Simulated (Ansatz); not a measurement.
SiH5SF: saddle-point search

SiH5SF, computed with RKS PBE0-D4/def2-TZVP (Ansatz 0.2.0).

The geometry is a guess of a transition state. The reaction was set up to form Si1–F7 and S2–H6 and to break Si1–S2 and H6–F7 (atoms counted from 1 in the order of the input); sticks are drawn by distance alone. Figures and captions count atoms from 1; the log counts them from 0 in places.

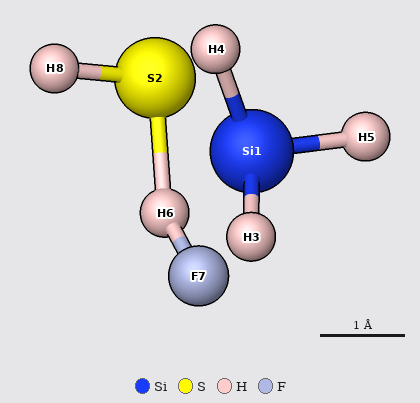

Figure 1. The structure as given in the input (ball-and-stick view, seen at a tilt; atoms are numbered from 1 in the order of the input).

Input:
```yaml
crystal:
  periodic: [false, false, false]
  atoms:
    - {symbol: Si, position_ang: [-0.559142, 0.447969, -0.399380]}
    - {symbol: S, position_ang: [0.300721, -1.075920, 1.332693]}
    - {symbol: H, position_ang: [-0.206288, 1.421376, -1.480992]}
    - {symbol: H, position_ang: [-1.007099, 1.374506, 0.691499]}
    - {symbol: H, position_ang: [-1.662617, -0.448017, -0.826384]}
    - {symbol: H, position_ang: [1.044660, -1.048759, -0.119372]}
    - {symbol: F, position_ang: [0.978039, -0.507602, -1.111518]}
    - {symbol: H, position_ang: [1.111626, -0.163455, 1.913353]}
basis:
  gaussian: {orbitals: def2-TZVP}
hamiltonian: {xc: pbe0, dispersion: d4}
saddle:
  f_tol: 0.01
  max_steps: 150
  mode_guess:
    - [0.1292, -0.0050, -0.3314]
    - [0.2072, -0.2275, -0.0112]
    - [-0.1284, 0.1701, -0.1689]
    - [0.2084, -0.1456, -0.0750]
    - [0.0036, 0.0010, -0.0136]
    - [-0.1422, -0.1082, 0.6183]
    - [-0.2967, 0.3586, 0.0123]
    - [0.0189, -0.0434, -0.0305]
```

The program's output:
```
Functional definition: PBE0
  name "PBE0"
  cite "Adamo & Barone, J. Chem. Phys. 110, 6158 (1999) doi:10.1063/1.478522"
  cite "Perdew, Burke & Ernzerhof, Phys. Rev. Lett. 77, 3865 (1996) doi:10.1103/PhysRevLett.77.3865"
  parent pbe
  parameter a = 0.25
  parameter kappa = 0.804
  parameter beta = 0.06672455060314922
  exchange = (1 - a)*pbe_x(kappa = kappa, mu = beta*pi^2/3) + a*exact_x
  correlation = pbe_c(beta = beta)
915 factors; their error is unknown
mean field evaluation 1: about -21501.5849 eV, gradient 2.8e1 eV
mean field evaluation 2: about -21500.3299 eV, gradient 4.3e1 eV
mean field evaluation 4: about -21502.8357 eV, gradient 1.4e0 eV
mean field evaluation 8: about -21502.9069 eV, gradient 3.1e-2 eV
mean field -21502.90693819 eV, -790.2172547848 hartree, gradient 1.3e-5 eV, S^2 0.000000; 0 other end points of the search recorded, 0 dependent functions left out
the calculation of the forces begins
reference -21502.90696537 eV, -790.2172557837 hartree; 22, 22 occupied and 113, 113 virtual orbitals, 915 factors
these checks for a lower state are left out or cut short: stability, starts, cluster_reference, orbital_swaps, neighbouring_geometries, increment
915 factors; their error is unknown
mean field evaluation 16: about -21502.8403 eV, gradient 5.9e-1 eV
mean field -21502.90796366 eV, -790.2172924701 hartree, gradient 1.5e-6 eV, S^2 0.000000; 0 other end points of the search recorded, 0 dependent functions left out
[... from here on the field's lines of each further geometry are left out, up to the last ...]
saddle step   1: F+E_penalty+E_count = -21503.02617392 eV  max|allowed force component| = 2.071e-1 eV/Å  curvature = -7.4120 eV/Å²  mode residual = 4.33e-1 eV/Å²  Δτ_max = 0.0000 Å  (1 rotations, 3 force calls, 66 SCF iters)  cluster: 3 rotations left out, max|force component along them| = 4.801e-8 eV/Å
saddle step   2: F+E_penalty+E_count = -21503.03191446 eV  max|allowed force component| = 1.581e-1 eV/Å  curvature = -7.5086 eV/Å²  mode residual = 2.53e-1 eV/Å²  Δτ_max = 0.0196 Å  (1 rotations, 3 force calls, 71 SCF iters)  cluster: 3 rotations left out, max|force component along them| = 1.210e-8 eV/Å
saddle step   3: F+E_penalty+E_count = -21503.03466737 eV  max|allowed force component| = 7.615e-2 eV/Å  curvature = -7.3392 eV/Å²  mode residual = 1.46e-1 eV/Å²  Δτ_max = 0.0139 Å  (1 rotations, 3 force calls, 71 SCF iters)  cluster: 3 rotations left out, max|force component along them| = 1.399e-8 eV/Å
saddle step   4: F+E_penalty+E_count = -21503.03658641 eV  max|allowed force component| = 6.061e-2 eV/Å  curvature = -7.5518 eV/Å²  mode residual = 2.38e-1 eV/Å²  Δτ_max = 0.0177 Å  (1 rotations, 3 force calls, 71 SCF iters)  cluster: 3 rotations left out, max|force component along them| = 1.266e-8 eV/Å
saddle step   5: F+E_penalty+E_count = -21503.03870101 eV  max|allowed force component| = 5.975e-2 eV/Å  curvature = -7.6786 eV/Å²  mode residual = 3.34e-1 eV/Å²  Δτ_max = 0.0320 Å  (1 rotations, 3 force calls, 70 SCF iters)  cluster: 3 rotations left out, max|force component along them| = 4.606e-9 eV/Å
saddle step   6: F+E_penalty+E_count = -21503.04070280 eV  max|allowed force component| = 1.212e-1 eV/Å  curvature = -7.8400 eV/Å²  mode residual = 4.16e-1 eV/Å²  Δτ_max = 0.0358 Å  (1 rotations, 3 force calls, 70 SCF iters)  cluster: 3 rotations left out, max|force component along them| = 8.830e-9 eV/Å
saddle step   7: F+E_penalty+E_count = -21503.04304484 eV  max|allowed force component| = 1.365e-1 eV/Å  curvature = -8.1421 eV/Å²  mode residual = 6.24e-1 eV/Å²  Δτ_max = 0.0664 Å  (1 rotations, 3 force calls, 72 SCF iters)  cluster: 3 rotations left out, max|force component along them| = 1.228e-8 eV/Å
saddle step   8: F+E_penalty+E_count = -21503.04585731 eV  max|allowed force component| = 1.515e-1 eV/Å  curvature = -8.0764 eV/Å²  mode residual = 7.89e-1 eV/Å²  Δτ_max = 0.0816 Å  (1 rotations, 3 force calls, 71 SCF iters)  cluster: 3 rotations left out, max|force component along them| = 2.197e-8 eV/Å
saddle step   9: F+E_penalty+E_count = -21503.04909946 eV  max|allowed force component| = 1.014e-1 eV/Å  curvature = -8.0137 eV/Å²  mode residual = 7.22e-1 eV/Å²  Δτ_max = 0.0631 Å  (1 rotations, 3 force calls, 72 SCF iters)  cluster: 3 rotations left out, max|force component along them| = 2.616e-9 eV/Å
saddle step  10: F+E_penalty+E_count = -21503.05096165 eV  max|allowed force component| = 5.582e-2 eV/Å  curvature = -8.0486 eV/Å²  mode residual = 4.66e-1 eV/Å²  Δτ_max = 0.0244 Å  (1 rotations, 3 force calls, 71 SCF iters)  cluster: 3 rotations left out, max|force component along them| = 1.509e-8 eV/Å
saddle step  11: F+E_penalty+E_count = -21503.05133645 eV  max|allowed force component| = 7.324e-2 eV/Å  curvature = -7.7627 eV/Å²  mode residual = 6.76e-1 eV/Å²  Δτ_max = 0.1015 Å  (1 rotations, 3 force calls, 72 SCF iters)  cluster: 3 rotations left out, max|force component along them| = 6.889e-8 eV/Å
saddle step  12: F+E_penalty+E_count = -21503.05248828 eV  max|allowed force component| = 2.233e-2 eV/Å  curvature = -7.8947 eV/Å²  mode residual = 3.94e-1 eV/Å²  Δτ_max = 0.0172 Å  (1 rotations, 3 force calls, 71 SCF iters)  cluster: 3 rotations left out, max|force component along them| = 1.825e-8 eV/Å
saddle step  13: F+E_penalty+E_count = -21503.05278224 eV  max|allowed force component| = 1.899e-2 eV/Å  curvature = -7.9230 eV/Å²  mode residual = 4.62e-1 eV/Å²  Δτ_max = 0.0218 Å  (1 rotations, 3 force calls, 72 SCF iters)  cluster: 3 rotations left out, max|force component along them| = 1.325e-8 eV/Å
saddle step  14: F+E_penalty+E_count = -21503.05292888 eV  max|allowed force component| = 2.063e-2 eV/Å  curvature = -7.8901 eV/Å²  mode residual = 4.14e-1 eV/Å²  Δτ_max = 0.0338 Å  (1 rotations, 3 force calls, 72 SCF iters)  cluster: 3 rotations left out, max|force component along them| = 1.161e-8 eV/Å
saddle step  15: F+E_penalty+E_count = -21503.05292384 eV  max|allowed force component| = 1.487e-2 eV/Å  curvature = -7.8890 eV/Å²  mode residual = 3.54e-1 eV/Å²  Δτ_max = 0.0044 Å  (1 rotations, 3 force calls, 66 SCF iters)  cluster: 3 rotations left out, max|force component along them| = 1.141e-7 eV/Å
saddle search: the force at step 16 is within saddle.f_tol, and the search now checks the order of the point unasked, as it does wherever a lone molecule whose rigid rotations it leaves out would converge (saddle.isolated_cluster): at most 100 rotations across the mode and 202 force calls, two more next to a line or behind a second negative curvature, two more where it reads a positive, two for each turn that reads one and six more at each negative that it reads, and up to 22 at one that stands (24 where saddle.amplitude is under 0.005 Å), over each length that the point is read over (saddle.order_check: false declines the check)
saddle search: the rotation starts from a random direction (saddle.seed = 0)
the calculation of the forces begins
reference -21502.93292588 eV, -790.2182098146 hartree; 22, 22 occupied and 113, 113 virtual orbitals, 915 factors
915 factors; their error is unknown
mean field evaluation 544: about -21502.9329 eV, gradient 1.8e-1 eV
mean field -21502.93290490 eV, -790.2182090437 hartree, gradient 1.0e-5 eV, S^2 0.000000; 1 other end points of the search recorded, 0 dependent functions left out
the calculation of the forces begins
reference -21502.93293221 eV, -790.2182100472 hartree; 22, 22 occupied and 113, 113 virtual orbitals, 915 factors
saddle step  16: F+E_penalty+E_count = -21503.05298036 eV  max|allowed force component| = 4.297e-3 eV/Å  curvature = -7.9571 eV/Å² (error put at 0.0061; -7.9632 at half of saddle.amplitude)  mode residual = 2.07e-1 eV/Å²  Δτ_max = 0.0029 Å  (1 rotations, 32 force calls, 613 SCF iters)  order check (unasked): unresolved, curvature across the mode = +0.0713 eV/Å² (21 force calls)  cluster: 3 rotations left out, max|force component along them| = 4.497e-8 eV/Å
```

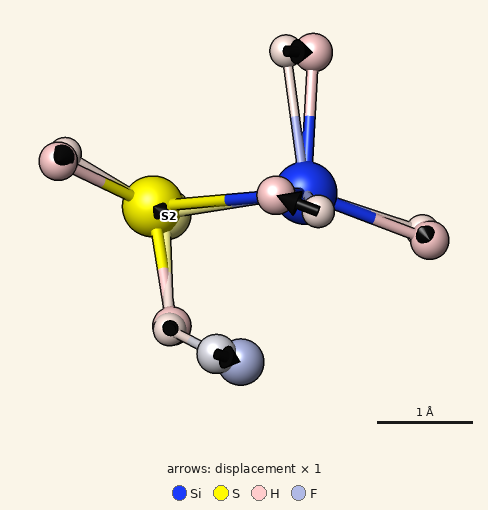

Figure 2. Start (faint) and end (solid) with the displacements as black arrows, at true length (ball-and-stick view, seen at a tilt). The two geometries are laid on each other by the best rigid fit. The atom that moves furthest after the best rigid fit is H3 (0.48 Å). By element the largest moves are H 0.48 Å, F 0.32 Å, S 0.19 Å, Si 0.04 Å. Among the contacts that change: H6–F7 1.132 → 1.263 Å, S2–H6 1.632 → 1.517 Å, Si1–S2 2.462 → 2.417 Å, Si1–H3 1.497 → 1.484 Å. Among the angles that change: S2–Si1–H3 145.9° → 126.0°, S2–Si1–H5 95.1° → 109.1°, H3–Si1–H5 111.1° → 119.7°. (Atoms are counted from 1 in the order of the input.)

```
saddle search: converged; its order check could not tell the order of the point: after 18 rotations it read +0.071 eV/Å² across the mode with a residual of 7.81e-2 eV/Å², and holds the second-lowest curvature to +0.073 eV/Å² at the most. That shows no second curvature under the negative of saddle.curvature_tol, and does not show that there is none
Total energy: -21503.05300767 eV, -790.2226227391 hartree
Atom 0 at    -0.570733     0.410090    -0.382889 Å, force    -0.002128    -0.001048    -0.001711 eV/Å
Atom 1 at     0.413541    -0.922858     1.377435 Å, force     0.004297     0.001259    -0.000038 eV/Å
Atom 2 at     0.095567     1.512340    -1.119850 Å, force     0.001350    -0.001677     0.001338 eV/Å
Atom 3 at    -1.307739     1.183008     0.670669 Å, force    -0.001256     0.000874    -0.000534 eV/Å
Atom 4 at    -1.638554    -0.372299    -1.041609 Å, force     0.001105     0.001894     0.002164 eV/Å
Atom 5 at     0.968739    -1.138456    -0.017675 Å, force    -0.000540     0.002328    -0.003002 eV/Å
Atom 6 at     0.744678    -0.712299    -1.185222 Å, force     0.000571    -0.002018     0.001556 eV/Å
Atom 7 at     1.294401     0.040573     1.699039 Å, force    -0.003399    -0.001613     0.000227 eV/Å
Dipole moment:     0.162356     0.022142     0.318010 e Å
```

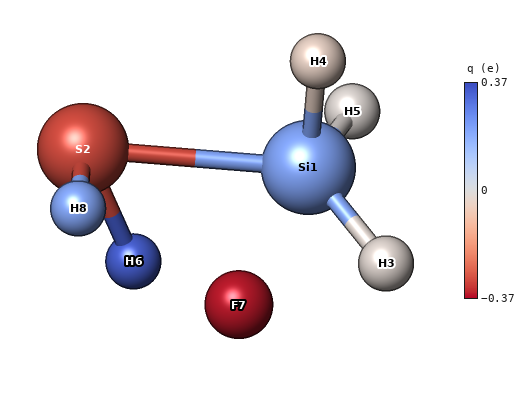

Figure 3. Mulliken charges, as the colour of each atom (ball-and-stick view, seen at a tilt; atoms are numbered from 1 in the order of the input). By element: Si +0.20, S −0.30, H −0.04 to +0.33 and F −0.35 e.

Results in brief:

| quantity | value |
| --- | --- |
| outcome | converged |
| total energy | −21503.0530 eV |
| mean-field energy | −21502.9329 eV |
| dispersion energy | −0.1201 eV |
| largest force (length of the vector) at the end | 0.004 eV/Å |
| dipole moment | 1.72 D |
| hardware | 2 CPU threads, shared host |
| wall time | 2.2 min (CPU time 4.1 min) |
| peak memory | 0.3 GiB |

Notes:

The program could not tell the order of the saddle point.
